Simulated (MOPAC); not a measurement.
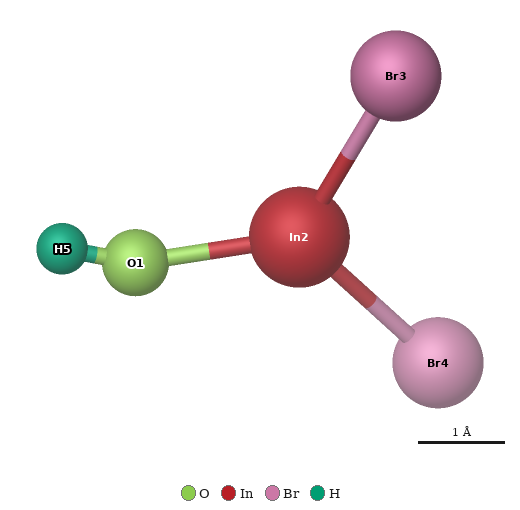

Fig. 1: The input geometry (ball-and-stick view, seen at a tilt; atoms are numbered from 1 in the order of the input). Sticks mark near contacts. Bond lengths as drawn: Br–In 2.45 Å, H–O 0.89 Å and In–O 1.93 Å.

**Frequency calculation of InHBr₂O**

InHBr₂O, SMILES [OH][In]([Br])[Br], computed with PM7, closed shell, dispersion built in (MOPAC 23.2.5).

The geometry was optimised with PM7.

## Input (calc.mop)
```
PM7 FORCE THERMO(200,600,200) AUX(PRECISION=9) THREADS=1
Br2HInO

O -0.195088 1 1.634153 1 -0.007400 1
In -0.096358 1 -0.295538 1 -0.107182 1
Br 1.648031 1 -1.663260 1 0.939162 1
Br -1.711451 1 -1.697122 1 -1.304294 1
H 0.053669 1 2.458478 1 0.229762 1
```

Command:
```bash
mopac calc.mop
```

## What the program printed
```
MOPAC v23.2.5
PM7 CALCULATION RESULTS

 *  PM7        - The PM7 Hamiltonian to be used
 *  FORCE      - FORCE CALCULATION SPECIFIED
 *  THREADS=1  - MULTI-THREADING NOT USED
 *  AUX        - OUTPUT AUXILIARY INFORMATION
 *  THERMO     - THERMODYNAMIC QUANTITIES TO BE CALCULATED
PM7 FORCE THERMO(200,600,200) AUX(PRECISION=9) THREADS=1
 Br2HInO

   ATOM   CHEMICAL          X               Y               Z
  NUMBER   SYMBOL      (ANGSTROMS)     (ANGSTROMS)     (ANGSTROMS)

     1       O         -0.19508800  *   1.63415300  *  -0.00740000  *
     2      In         -0.09635800  *  -0.29553800  *  -0.10718200  *
     3      Br          1.64803100  *  -1.66326000  *   0.93916200  *
     4      Br         -1.71145100  *  -1.69712200  *  -1.30429400  *
     5       H          0.05366900  *   2.45847800  *   0.22976200  *

          CARTESIAN COORDINATES

    NO.       ATOM           X           Y           Z

     1         O         -0.1951      1.6342     -0.0074
     2        In         -0.0964     -0.2955     -0.1072
     3        Br          1.6480     -1.6633      0.9392
     4        Br         -1.7115     -1.6971     -1.3043
     5         H          0.0537      2.4585      0.2298

           Empirical Formula: H O In Br2  =     5 atoms

      MOLECULAR POINT GROUP   :   Cs

      RHF CALCULATION, NO. OF DOUBLY OCCUPIED LEVELS = 12

          HEAT OF FORMATION =     -74.214445 KCALS/MOLE

          CARTESIAN COORDINATE DERIVATIVES

   NUMBER  ATOM         X            Y            Z

     1       O      0.014422    -0.016913    -0.002397
     2      In      0.001877    -0.018709    -0.001799
     3      Br      0.006643     0.001520     0.000623
     4      Br     -0.006531     0.019362     0.001046
     5       H     -0.016411     0.014738     0.002526

 DIPOLE           X         Y         Z       TOTAL
 POINT-CHG.     0.454     0.686     0.000     0.823
 HYBRID        -2.011     0.075    -0.000     2.012
 SUM           -1.556     0.761    -0.000     1.732

          GRADIENT NORM =   0.04260

          TIME FOR SCF CALCULATION =    0.02

          TIME FOR DERIVATIVES     =    0.00

          MOLECULAR WEIGHT =  291.64

          ROTATIONAL CONSTANTS IN CM(-1)

          A =    0.06631865   B =    0.02584943   C =    0.01859971

           PRINCIPAL MOMENTS OF INERTIA IN UNITS OF 10**(-40)*GRAM-CM**2

          A =      422.0947   B =     1082.9154   C =     1505.0102

          ORIENTATION OF MOLECULE IN FORCE CALCULATION

    NO.       ATOM         X         Y         Z

     1          O      -2.5798    0.0028   -0.0002
     2         In      -0.6450    0.0028   -0.0002
     3         Br       0.7542    2.0154   -0.0002
     4         Br       0.7322   -2.0244    0.0004
     5          H      -3.4015    0.3527    0.0002

    FIRST DERIVATIVES WILL BE USED IN THE CALCULATION OF SECOND DERIVATIVES

          ESTIMATED TIME TO COMPLETE CALCULATION =        0.47 SECONDS

    FOR POINT-GROUP Cs   THERE ARE   2 UNIQUE SYMMETRY FUNCTIONS.

 STEP:   1 TIME =     0.01 SECS, INTEGRAL =      0.01 TIME LEFT: 172799.98
 STEP:   2 TIME =     0.02 SECS, INTEGRAL =      0.02 TIME LEFT: 172799.96
 STEP:   3 TIME =     0.01 SECS, INTEGRAL =      0.03 TIME LEFT: 172799.95
 STEP:   4 TIME =     0.01 SECS, INTEGRAL =      0.04 TIME LEFT: 172799.95
 STEP:   5 TIME =     0.01 SECS, INTEGRAL =      0.05 TIME LEFT: 172799.94
 STEP:   6 TIME =     0.01 SECS, INTEGRAL =      0.05 TIME LEFT: 172799.93
 STEP:   7 TIME =     0.01 SECS, INTEGRAL =      0.06 TIME LEFT: 172799.92
 STEP:   8 TIME =     0.02 SECS, INTEGRAL =      0.08 TIME LEFT: 172799.91
 STEP:   9 TIME =     0.01 SECS, INTEGRAL =      0.09 TIME LEFT: 172799.90
 STEP:  10 TIME =     0.02 SECS, INTEGRAL =      0.10 TIME LEFT: 172799.88
 STEP:  11 TIME =     0.01 SECS, INTEGRAL =      0.11 TIME LEFT: 172799.88
 STEP:  12 TIME =     0.02 SECS, INTEGRAL =      0.12 TIME LEFT: 172799.86
 STEP:  13 TIME =     0.02 SECS, INTEGRAL =      0.14 TIME LEFT: 172799.84
 STEP:  14 TIME =     0.01 SECS, INTEGRAL =      0.15 TIME LEFT: 172799.84
 STEP:  15 TIME =     0.02 SECS, INTEGRAL =      0.16 TIME LEFT: 172799.82

(To convert to Hartree/Bohr^2, multiply by (10^(-21) x N x a0^2)/(4.184 x 627.51) =  0.0642)

           FORCE MATRIX IN MILLIDYNES/ANGSTROM

                  O  1      In  2      Br  3      Br  4       H  5
 ------------------------------------------------------------------
     O    1   7.170035
    In    2   3.409831   5.870361
    Br    3   0.095794   1.891245   1.984778
    Br    4   0.080622   1.886605   0.103717   1.976203
     H    5   3.892494   0.450643   0.018289   0.011614   4.247131

          HEAT OF FORMATION =     -74.214445 KCALS/MOLE

          ZERO POINT ENERGY       6.721 KCAL/MOL

           NORMAL COORDINATE ANALYSIS (Total motion = 1 Angstrom)

   Root No.       1         2         3         4         5         6         7         8

                 1 A'      1 A"      2 A'      3 A'      4 A'      5 A'      2 A"      6 A'

                  61.7      73.3     103.8     193.3     247.1     280.7     316.5     677.8

           1    0.1440    0.0000   -0.0088   -0.0631    0.1618   -0.0201    0.0000    0.3856
           2   -0.0073   -0.0000    0.2983   -0.0988   -0.0125   -0.0578   -0.0000   -0.0309
           3    0.0000   -0.2659   -0.0000    0.0000    0.0000    0.0000   -0.0924    0.0000
           4    0.1516   -0.0000   -0.0006    0.0022    0.1545    0.0074   -0.0000   -0.0599
           5   -0.0015    0.0000   -0.0316    0.0006   -0.0041    0.2969    0.0000    0.0024
           6    0.0000    0.1029    0.0000    0.0000    0.0000   -0.0000    0.0073   -0.0000
           7   -0.1240    0.0000   -0.0404    0.0081   -0.1275   -0.1425    0.0000    0.0014
           8    0.1964   -0.0000   -0.0114    0.0039   -0.1784   -0.2114   -0.0000    0.0012
           9   -0.0000   -0.0435    0.0000    0.0000    0.0000    0.0000   -0.0026    0.0000
          10   -0.1252    0.0000    0.0418   -0.0021   -0.1294    0.1353    0.0000    0.0015
          11   -0.1945   -0.0000   -0.0101    0.0047    0.1853   -0.2054   -0.0000   -0.0018
          12    0.0000   -0.0443    0.0000   -0.0000   -0.0000    0.0001   -0.0007    0.0000
          13    0.1982    0.0001    0.1029    0.2768    0.2099    0.0424   -0.0001    0.4797
          14    0.1365   -0.0001    0.5759    0.8210    0.1119    0.1343    0.0001    0.2672
          15    0.0000   -0.5433   -0.0001   -0.0001    0.0000   -0.0000    0.8970   -0.0000

   Root No.       9

                 7 A'

                2747.3

           1   -0.0538
           2    0.0191
           3   -0.0000
           4   -0.0003
           5    0.0002
           6   -0.0000
           7    0.0000
           8    0.0000
           9    0.0000
          10    0.0000
          11   -0.0000
          12    0.0000
          13    0.8839
          14   -0.3270
          15    0.0002

           MASS-WEIGHTED COORDINATE ANALYSIS (NORMAL COORDINATES)

   Root No.       1         2         3         4         5         6         7         8

                 1 A'      1 A"      2 A'      3 A'      4 A'      5 A'      2 A"      6 A'

                  61.7      73.3     103.8     193.3     247.1     280.7     316.5     677.8

           1    0.1690    0.0001   -0.0238   -0.2543    0.1938   -0.0179    0.0000    0.8744
           2   -0.0086   -0.0001    0.8094   -0.3981   -0.0150   -0.0514   -0.0001   -0.0701
           3    0.0000   -0.6189   -0.0001    0.0000    0.0000    0.0000   -0.3784    0.0001
           4    0.4766   -0.0001   -0.0046    0.0235    0.4958    0.0177   -0.0000   -0.3639
           5   -0.0047    0.0001   -0.2300    0.0064   -0.0131    0.7073    0.0000    0.0144
           6    0.0001    0.6418    0.0000    0.0000    0.0001   -0.0001    0.0802   -0.0001
           7   -0.3253    0.0000   -0.2449    0.0727   -0.3415   -0.2831    0.0000    0.0069
           8    0.5151   -0.0000   -0.0691    0.0347   -0.4776   -0.4200   -0.0000    0.0061
           9   -0.0001   -0.2261    0.0000    0.0000    0.0000    0.0000   -0.0242    0.0000
          10   -0.3283    0.0000    0.2532   -0.0185   -0.3466    0.2689    0.0000    0.0074
          11   -0.5101   -0.0000   -0.0614    0.0425    0.4962   -0.4082   -0.0000   -0.0090
          12    0.0000   -0.2307    0.0000   -0.0000   -0.0001    0.0001   -0.0061    0.0000
          13    0.0584    0.0000    0.0701    0.2799    0.0631    0.0095   -0.0001    0.2730
          14    0.0402   -0.0000    0.3923    0.8302    0.0337    0.0300    0.0001    0.1521
          15    0.0000   -0.3174   -0.0000   -0.0001    0.0000   -0.0000    0.9218   -0.0000

   Root No.       9

                 7 A'

                2747.3

           1   -0.2212
           2    0.0787
           3   -0.0001
           4   -0.0034
           5    0.0023
           6   -0.0000
           7    0.0004
           8    0.0002
           9    0.0000
          10    0.0002
          11   -0.0003
          12    0.0000
          13    0.9117
          14   -0.3373
          15    0.0002

          DESCRIPTION OF VIBRATIONS

 VIBRATION          1    1A'         ATOM PAIR     ENERGY CONTRIBUTION    RADIAL
 FREQUENCY            61.72         O 1 -- In2         +26.4% (210.6%)    100.0%
 TRANSITION DIPOLE   0.9558         In2 -- Br3         +26.4% (210.3%)      0.1%
 TRAVEL (Ang.)       0.1984         In2 -- Br4         +26.1% (209.4%)      0.1%
 REDUCED MASS       27.7665         O 1 -- H 5         +21.1% (188.0%)    100.0%
 EFFECTIVE MASS    296.7243
 FORCE CONSTANT      0.0623

 VIBRATION          2    1A"         ATOM PAIR     ENERGY CONTRIBUTION    RADIAL
 FREQUENCY            73.31         O 1 -- In2         +71.8% (146.7%)      0.0%
 TRANSITION DIPOLE   0.8051         O 1 -- H 5         +10.0% ( 54.7%)      0.0%
 TRAVEL (Ang.)       0.2032         In2 -- Br3          +9.2% ( 52.5%)      0.0%
 REDUCED MASS       22.2751         In2 -- Br4          +9.0% ( 51.9%)      0.0%
 EFFECTIVE MASS     78.2540
 FORCE CONSTANT      0.0705

 VIBRATION          3    2A'         ATOM PAIR     ENERGY CONTRIBUTION    RADIAL
 FREQUENCY           103.83         O 1 -- In2         +83.5% (216.8%)      0.0%
 TRANSITION DIPOLE   0.2789         O 1 -- H 5         +12.0% ( 82.1%)     34.1%
 TRAVEL (Ang.)       0.2862         In2 -- Br4          +2.3% ( 36.0%)      0.0%
 REDUCED MASS        7.9280         In2 -- Br3          +2.2% ( 35.4%)      0.0%
 EFFECTIVE MASS     56.6245
 FORCE CONSTANT      0.0504

 VIBRATION          4    3A'         ATOM PAIR     ENERGY CONTRIBUTION    RADIAL
 FREQUENCY           193.29         O 1 -- H 5         +57.8% ( 99.4%)      0.0%
 TRANSITION DIPOLE   1.3101         O 1 -- In2         +41.7% ( 84.5%)     32.0%
 TRAVEL (Ang.)       0.5002         In2 -- Br3          +0.3% (  6.6%)     81.8%
 REDUCED MASS        1.3945         In2 -- Br4          +0.2% (  6.5%)     93.1%
 EFFECTIVE MASS     10.2344
 FORCE CONSTANT      0.0307

 VIBRATION          5    4A'         ATOM PAIR     ENERGY CONTRIBUTION    RADIAL
 FREQUENCY           247.13         In2 -- Br4         +35.9% ( 87.0%)     82.6%
 TRANSITION DIPOLE   1.4938         In2 -- Br3         +34.4% ( 85.2%)     80.5%
 TRAVEL (Ang.)       0.1002         O 1 -- In2         +16.4% ( 58.8%)    100.0%
 REDUCED MASS       27.1917         O 1 -- H 5         +13.4% ( 53.1%)     99.8%
 EFFECTIVE MASS    100.0838
 FORCE CONSTANT      0.9784

 VIBRATION          6    5A'         ATOM PAIR     ENERGY CONTRIBUTION    RADIAL
 FREQUENCY           280.69         In2 -- Br3         +42.3% ( 80.2%)     88.5%
 TRANSITION DIPOLE   5.3115         In2 -- Br4         +40.5% ( 78.6%)     86.6%
 TRAVEL (Ang.)       0.0789         O 1 -- In2         +17.1% ( 51.0%)      0.2%
 REDUCED MASS       38.5901         O 1 -- H 5          +0.1% (  4.3%)      0.6%
 EFFECTIVE MASS     96.2321
 FORCE CONSTANT      1.7913

 VIBRATION          7    2A"         ATOM PAIR     ENERGY CONTRIBUTION    RADIAL
 FREQUENCY           316.45         O 1 -- H 5         +97.3% ( 99.3%)      0.0%
 TRANSITION DIPOLE   1.2529         O 1 -- In2          +2.6% ( 16.3%)      0.0%
 TRAVEL (Ang.)       0.4482
 REDUCED MASS        1.0607
 EFFECTIVE MASS      2.3350
 FORCE CONSTANT      0.0626

 VIBRATION          8    6A'         ATOM PAIR     ENERGY CONTRIBUTION    RADIAL
 FREQUENCY           677.76         O 1 -- In2         +64.5% (120.8%)     99.5%
 TRANSITION DIPOLE   2.2556         O 1 -- H 5         +33.5% ( 87.0%)     99.8%
 TRAVEL (Ang.)       0.0930         In2 -- Br4          +1.0% ( 15.0%)     37.6%
 REDUCED MASS       11.5022         In2 -- Br3          +1.0% ( 15.0%)     30.5%
 EFFECTIVE MASS     27.0344
 FORCE CONSTANT      3.1130

 VIBRATION          9    7A'         ATOM PAIR     ENERGY CONTRIBUTION    RADIAL
 FREQUENCY          2747.34         O 1 -- H 5         +99.5% (100.0%)     99.7%
 TRANSITION DIPOLE   2.0339         O 1 -- In2          +0.5% (  7.4%)     89.0%
 TRAVEL (Ang.)       0.1609
 REDUCED MASS        0.9484
 EFFECTIVE MASS      1.3880
 FORCE CONSTANT      4.2178

      SYMMETRY NUMBER FOR POINT-GROUP Cs  =  1

          SYSTEM IS A GROUND STATE

 Br2HInO

          MOLECULE IS NOT LINEAR

          THERE ARE  9 GENUINE VIBRATIONS IN THIS SYSTEM
          THIS THERMODYNAMICS CALCULATION IS LIMITED TO
          MOLECULES WHICH HAVE NO INTERNAL ROTATIONS

                    CALCULATED THERMODYNAMIC PROPERTIES
                                          *
   TEMP. (K)   PARTITION FUNCTION   H.O.F.    ENTHALPY  HEAT CAPACITY ENTROPY
                                   KCAL/MOL   CAL/MOLE    CAL/K/MOL  CAL/K/MOL

 298.00  VIB.     0.1397D+03                  2729.8007    13.7249    18.9767
         ROT.     0.9356D+06                   888.2803     2.9808    30.3029
         INT.     0.1307D+09                  3618.0810    16.7058    49.2796
         TRA.     0.4815D+28                  1480.4672     4.9680    42.9062
         TOT.                      -74.214    5098.5482    21.6738    92.1859

 200.00  VIB.     0.2683D+02                  1452.9714    12.1358    13.8021
         ROT.     0.5144D+06                   596.1613     2.9808    29.1142
         INT.     0.1380D+08                  2049.1327    15.1166    42.9163
         TRA.     0.2647D+28                   993.6021     4.9680    40.9251
         TOT.                      -76.270    3042.7348    20.0846    83.8414

 400.00  VIB.     0.5978D+03                  4176.2405    14.5504    23.1452
         ROT.     0.1455D+07                  1192.3226     2.9808    31.1803
         INT.     0.8698D+09                  5368.5630    17.5312    54.3255
         TRA.     0.7488D+28                  1987.2043     4.9680    44.3687
         TOT.                      -71.957    7355.7673    22.4992    98.6942

 600.00  VIB.     0.5905D+04                  7176.0627    15.3542    29.2160
         ROT.     0.2673D+07                  1788.4838     2.9808    32.3889
         INT.     0.1578D+11                  8964.5465    18.3350    61.6049
         TRA.     0.1376D+29                  2980.8064     4.9680    46.3831
         TOT.                      -67.368   11945.3529    23.3030   107.9880

   *: NOTE: HEATS OF FORMATION ARE RELATIVE TO THE
            ELEMENTS IN THEIR STANDARD STATE AT 298K
              (=  Standard Enthalpy of Formation).

            Hvib:  Zero-point energy is not included.
                   frequencies of less than zero cm-1 are not included.
            Hrot = (3/2)RT
            Htra = (3/2)RT + pV = (5/2)RT

            Heat capacity is Cp, not Cv

           FORCE CONSTANT IN CARTESIAN COORDINATES (Millidynes/A)

    ATOM   CHEMICAL       X               Y               Z
   NUMBER   SYMBOL  FORCE CONSTANT  FORCE CONSTANT  FORCE CONSTANT

      1       O        6.836679        0.585985        0.154266
      2      In        5.197915        2.715189        0.193840
      3      Br        0.692014        1.362644        0.016263
      4      Br        0.666859        1.380120        0.014054
      5       H        3.747566        0.532547        0.050879

 *                    *
 * JOB ENDED NORMALLY *
 *                    *

 TOTAL JOB TIME:             0.20 SECONDS

 == MOPAC DONE ==
```

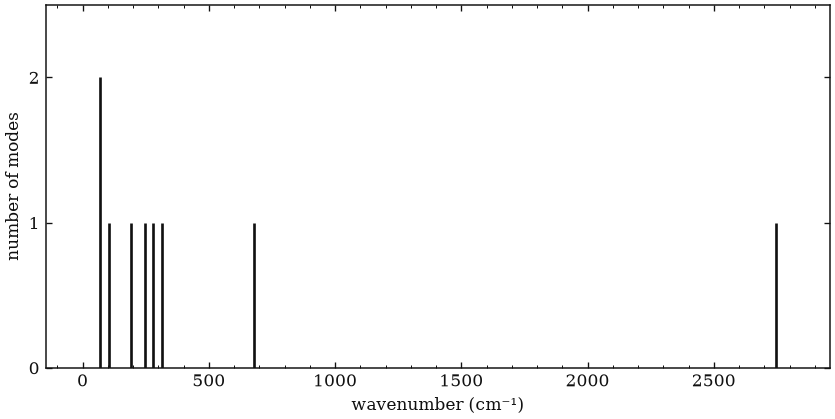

Fig. 2: Harmonic vibrational wavenumbers from the force constants; neighbouring modes closer than 12 cm⁻¹ are counted in one stick. 9 modes from 62 to 2747 cm⁻¹, none imaginary.

## Key numbers

| quantity | value |
| --- | --- |
| outcome | converged |
| heat of formation | −74.21 kcal/mol |
| basis functions | 27 |
| zero-point energy | 0.010711 hartree |
| wavenumbers, lowest and highest | 62 and 2747 cm⁻¹ |
| hardware | 1 thread of AMD EPYC (Zen 3), 176 GiB of memory available, shared host |
| peak memory | 0.067 GiB |

MOPAC's energies along a path are heats of formation.
